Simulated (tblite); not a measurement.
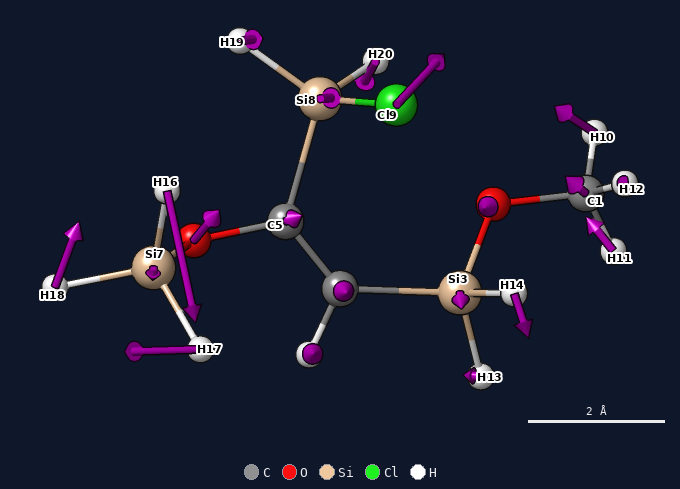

A relaxation of C3H11ClO2Si3. The starting structure is drawn; purple arrows show the displacements, at their true length. The two geometries are superimposed by the best rigid fit.

Style: ball-and-stick. Shown from a free direction.

These are results of tblite 0.8.0, GFN2-xTB geometry optimisation, gas phase, not measurements. 

Question: What did the optimiser do to the structure, and how much energy did it gain?

Answer: The energy falls by 48.5 kJ/mol in 224 geometry steps. The largest move after the best rigid fit is that of an H atom, 2.02 Å. By element the largest moves are H 2.02 Å, Cl 1.55 Å, O 0.89 Å, Si 0.62 Å, C 0.57 Å. Among the contacts that change: O–Si 1.679 → 1.625 Å, C–Si 1.818 → 1.862 Å, Cl–Si 2.052 → 2.012 Å, C–O 1.397 → 1.359 Å. Among the angles between lasting bonds that change: C–O–Si 120.4° → 134.2°, O–Si–C 112.6° → 101.2°, O–Si–H 109.2° → 98.9°. Groups turn about C–O by about 90°, C–Si by about 40°. Cost: 4.8 s on 1 thread of Arm Neoverse N1, on a shared host.
